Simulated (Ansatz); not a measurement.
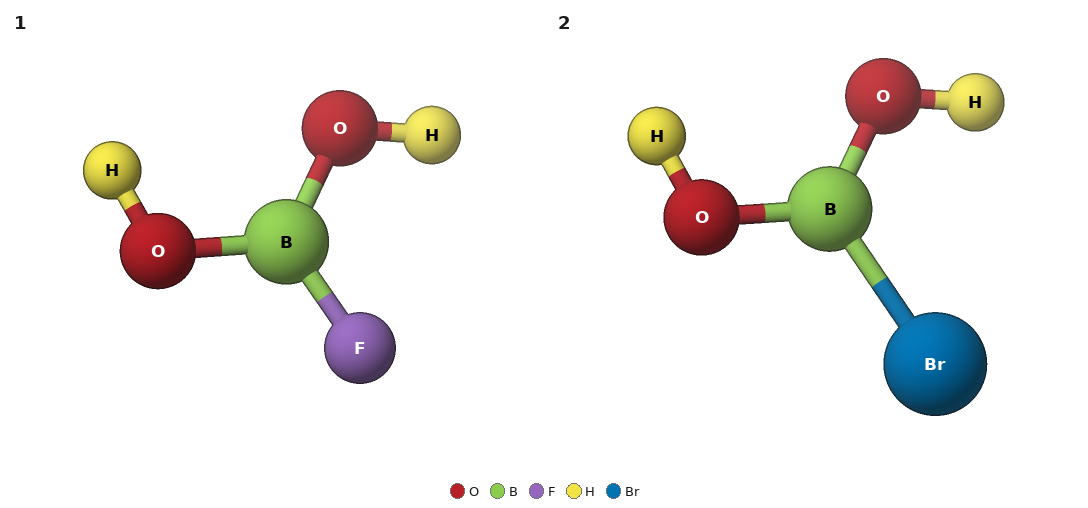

2 molecules with one skeleton, seen from the same side and at one scale. Charge 0, singlet. Computed geometries: PBE0-D4/def2-TZVP optimisations, one conformation each. Properties computed with Ansatz 0.2.0.

One atom differs, called X below: F in panel 1, Br in panel 2. Their formulas are BFH2O2 (`OB(O)F`), BBrH2O2 (`OB(O)Br`).

Question: In which is the length of X–B larger (PBE0-D4/def2-TZVP)?

Answer: In panel 2 (X = Br).

Question: In which is the harmonic zero-point energy higher (PBE0-D4/def2-TZVP)?

Answer: In panel 1 (X = F).

Give the values. With PBE0-D4/def2-TZVP: length of X–B (Å), mean angle O–B–X (°), dipole moment (D), harmonic zero-point energy (kJ/mol). With ωB97M-V/def2-SVP: HOMO energy (Kohn–Sham orbital) (eV), HOMO–LUMO gap (eV).

```
                            quantity   1 (F)  2 (Br)   2 − 1
                   length of X–B (Å)   1.333   1.936  +0.603
                mean angle O–B–X (°)   119.2   119.3    +0.1
HOMO energy (Kohn–Sham orbital) (eV)  −11.88  −10.46   +1.42
                  HOMO–LUMO gap (eV)   14.92   13.49   −1.43
                   dipole moment (D)    1.91    2.04   +0.13
 harmonic zero-point energy (kJ/mol)    97.4    91.8    −5.6
```
